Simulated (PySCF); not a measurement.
# C₂H₄BrClSi: geometry, electronic excitations

Wanted: the electronic excitations of C₂H₄BrClSi (`Cl[C@]1(Br)C[SiH2]1`), by calculation.

Computed with PySCF 2.14.0, with density-fitted response routines of our own, on a single molecule in the gas phase. Atoms count from 0, in the outputs and in this text.

### 1 The starting structure

9 atoms, charge 0, multiplicity 1; geometry from: GFN2-xTB. The atoms were then displaced at random by about 0.01 Å, so the start is not that level's minimum.

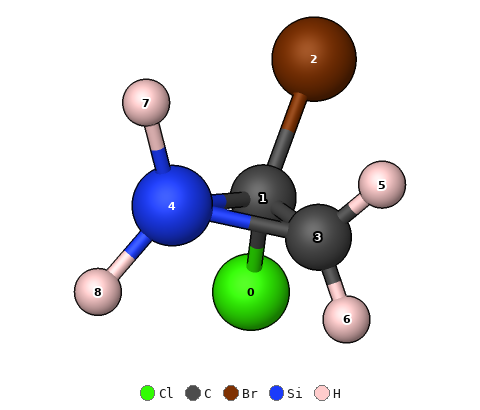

The starting geometry (chlorine green, carbon dark grey, bromine brown, silicon blue, hydrogen pink), atoms numbered; sticks join atoms by distance.

### 2 Relaxing the molecule at PBE0-D3(BJ)/def2-SVP

Job settings and geometry (Å):

```
{"job": {"xc": "PBE0", "basis": "def2-SVP", "d3": "d3bj", "grid": 1, "shake": 0.01, "kind": "geom"}, "charge": 0, "multiplicity": 1}
Cl    -1.743350    -0.963450    -1.263190
C     -0.765850    -0.354910     0.061610
Br    -1.753910    -0.420000     1.751930
C      0.010090     0.959110    -0.200380
Si     1.141280    -0.520420     0.026050
H     -0.120610     1.715910     0.571790
H     -0.171360     1.380800    -1.179520
H      1.782190    -0.674900     1.328250
H      1.679340    -1.139300    -1.130280
```

The run is started by

```console
$ OMP_NUM_THREADS=1 python probes_run.py task.json out
```

The driver reads the jobs from task.json and runs them one after another.

The program printed:

```text
step   0  E = -3401.14990086  max force = 0.032034
step   1  E = -3401.14977368  max force = 0.016925
step   2  E = -3401.15264646  max force = 0.010423
step   3  E = -3401.15378718  max force = 0.002562
step   4  E = -3401.15387620  max force = 0.001190
step   5  E = -3401.15388812  max force = 0.000340
optimisation converged
```

It took 40 s on 1 thread of Arm Neoverse V1, shared host; peak memory 0.46 GiB.

Relaxation path: (the energy doesn't fall at every step)

```csv
step,energy from step 0 (eV),largest force component (eV/Å)
0,0.0000,1.6473
1,0.0035,0.8703
2,-0.0747,0.5360
3,-0.1058,0.1317
4,-0.1082,0.0612
5,-0.1085,0.0175
```

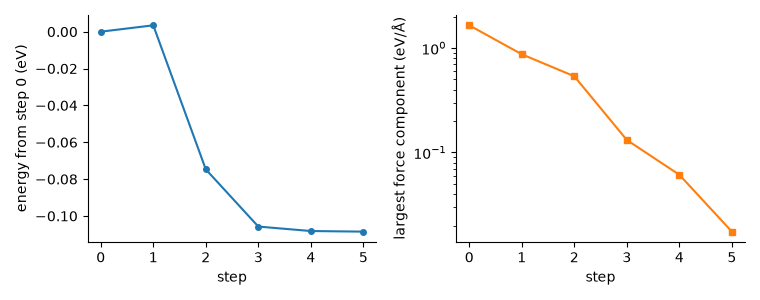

Energy and force, step by step.

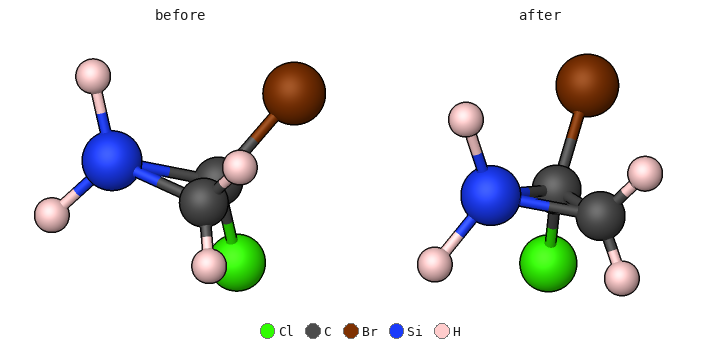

Before and after, at one scale.

Close pairs (by a distance rule), those that changed most:

```csv
bond,before (Å),after (Å),change (Å)
Si4–H8,1.418,1.482,+0.064
C1–Si4,1.915,1.874,-0.041
C1–Br2,1.959,1.929,-0.030
C1–C3,1.548,1.526,-0.022
Si4–H7,1.460,1.481,+0.022
C3–H6,1.081,1.096,+0.015
Cl0–C1,1.755,1.764,+0.009
C3–H5,1.089,1.095,+0.006
```

The end geometry stands in the next job.

```csv
at the end point,value
point group (found at 0.08 Å tolerance),C1
"rotational constants (GHz, main isotopes)","2.455, 1.513, 1.070"
dipole moment (D),2.31
```

### 3 TDDFT and polarisability: PBE0/def2-TZVPD

Job settings and geometry (Å):

```
{"job": {"kind": "uv", "xc": "PBE0", "basis": "def2-TZVPD"}, "charge": 0, "multiplicity": 1}
Cl    -1.049521    -1.711718    -1.243632
C     -0.415284    -0.745926     0.089146
Br    -0.839415    -1.479656     1.821708
C     -0.613200     0.761687    -0.044254
Si     1.176769     0.215952    -0.135032
H     -0.974465     1.279890     0.850684
H     -1.122120     1.081018    -0.960808
H      2.052080     0.415916     1.043198
H      1.838992     0.161893    -1.459270
```

With the program's defaults for keys left out, this is: TDDFT PBE0/def2-TZVPD, vertical, gas phase, core orbitals frozen in the response.

The program printed:

```text
coarse grid: 40312 points
cycle   1  E = -3401.7712260750  dE = -5.281e-01  |g| = 4.231e-01  |ddm| = 3.117e+00
cycle   2  E = -3401.7597632730  dE =  1.146e-02  |g| = 4.519e-01  |ddm| = 8.015e-01
cycle   3  E = -3401.8020944886  dE = -4.233e-02  |g| = 1.023e-01  |ddm| = 3.811e-01
cycle   4  E = -3401.8041393776  dE = -2.045e-03  |g| = 3.595e-02  |ddm| = 9.618e-02
cycle   5  E = -3401.8044271611  dE = -2.878e-04  |g| = 1.219e-02  |ddm| = 4.049e-02
cycle   6  E = -3401.8044674890  dE = -4.033e-05  |g| = 2.627e-03  |ddm| = 1.198e-02
cycle   7  E = -3401.8044690483  dE = -1.559e-06  |g| = 5.626e-04  |ddm| = 3.456e-03
final grid: 80656 points
cycle   8  E = -3401.8044370982  dE = -1.676e-08  |g| = 6.596e-04  |ddm| = 9.443e-03
cycle   9  E = -3401.8044370381  dE =  6.008e-08  |g| = 8.289e-04  |ddm| = 1.616e-03
cycle  10  E = -3401.8044372147  dE = -1.766e-07  |g| = 1.099e-04  |ddm| = 8.323e-04
cycle  11  E = -3401.8044372174  dE = -2.729e-09  |g| = 1.792e-05  |ddm| = 8.792e-05
cycle  12  E = -3401.8044372175  dE = -8.231e-11  |g| = 4.837e-06  |ddm| = 1.981e-05
converged SCF energy = -3401.8044372175

Static polarisability (au): isotropic 89.166, principal 74.546 91.527 101.426

Singlet excitations
state   eV       nm        f      main configurations
  1   4.7953    258.6   0.04519   H->L 0.88
  2   5.4191    228.8   0.02539   H->L+1 0.76, H->L+2 0.14
  3   5.6464    219.6   0.02021   H-1->L 0.85
  4   5.8152    213.2   0.04310   H->L+2 0.74, H->L+1 0.12
  5   5.9381    208.8   0.05270   H-2->L 0.79
  6   6.2813    197.4   0.00875   H-3->L 0.71, H-1->L+1 0.17
  7   6.3162    196.3   0.02137   H->L+3 0.91
  8   6.4196    193.1   0.01397   H-1->L+1 0.60, H-3->L 0.22
  9   6.5619    188.9   0.00145   H-2->L+1 0.58, H->L+4 0.22
 10   6.6052    187.7   0.01929   H->L+4 0.64, H-2->L+1 0.18

Triplet excitations (Tamm-Dancoff, eV): 4.0678 4.6906 5.0462 5.1846
```

Run time: 50 s. Hardware: 1 thread of Arm Neoverse V1, shared host; peak memory 1 GiB.

The orbitals next to the gap, with their largest atomic shares:

```csv
orbital,eV,atoms
HOMO−3,-8.76,"Cl0 48 %, Br2 31 %, C1 10 %"
HOMO−2,-8.30,"Br2 48 %, Cl0 32 %, C3 7 %"
HOMO−1,-8.10,"Br2 51 %, C3 21 %, Si4 9 %"
HOMO,-7.14,"Br2 26 %, C1 24 %, Si4 19 %"
LUMO,-1.09,"Br2 30 %, Si4 27 %, C1 16 %"
LUMO+1,-0.42,"Br2 23 %, Si4 22 %, C1 18 %"
LUMO+2,-0.05,"Cl0 31 %, Si4 18 %, C1 16 %"
```

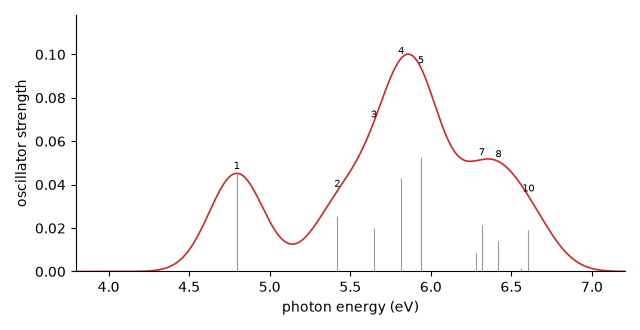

Absorption spectrum from the 10 singlet states computed; above the last one it falls off for lack of states. Lines are broadened to a width of 0.40 eV (Gaussian).

Ground-state properties from the same run:

```csv
property,computed
dipole moment (D),2.49
polarisability (Å³),13.21
HOMO–LUMO gap (eV),6.05
−ε(HOMO) (eV),7.14
```

### 4 Outcome

| quantity | value |
| --- | --- |
| point group | C1 |
| rotational constants (main isotopes) | 2.45, 1.51, 1.07 GHz |
| lowest singlet (PBE0/def2-TZVPD) | 4.80 eV (259 nm), f = 0.045 |
| brightest single state of those computed | state 5, 5.94 eV, f = 0.053 |
| lowest triplet | 4.07 eV |

What this shows: The start of the PBE0/def2-SVP relaxation was shaken at random by about 0.01 Å, so part of the energy gained, and of the first lengths quoted, undoes that. Over 5 steps the energy fell by 0.108 eV; of the close pairs, Si4–H8 changed most, 1.418 to 1.482 Å. The first singlet state (HOMO→LUMO 0.88) lies at 4.80 eV and is weak; of the 10 states computed, the strongest absorption comes from state 5 at 5.94 eV. The lowest triplet lies 0.73 eV below the lowest singlet (triplets in Tamm-Dancoff, singlets in full TDDFT).
